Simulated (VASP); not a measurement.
Shape and ions are relaxed at each volume.

Energy against volume of BN (wurtzite). Computed with rev-vdW-DF2, VASP's PBE PAW potentials (set 64) (plane waves; VASP 6.6.1).

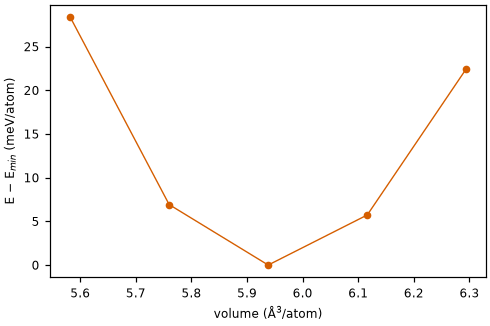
Figure: Energy against volume

### Question
Estimate the equilibrium volume and the bulk modulus.

### Answer
The minimum lies near 5.9 Å³/atom, and the curvature gives B0 of about 380 GPa.

Measured: bulk modulus 375 GPa (computed value off by +0.7 %), as given by Equation of state of wurtzitic boron nitride to 66 GPa, Appl. Phys. Lett., doi 10.1063/1.121186. The calculation is for a static lattice, while the measured bulk modulus holds thermal and zero-point effects, which are part of the difference.

The compound is BN in the wurtzite structure, a metastable high-pressure form. It was relaxed first.
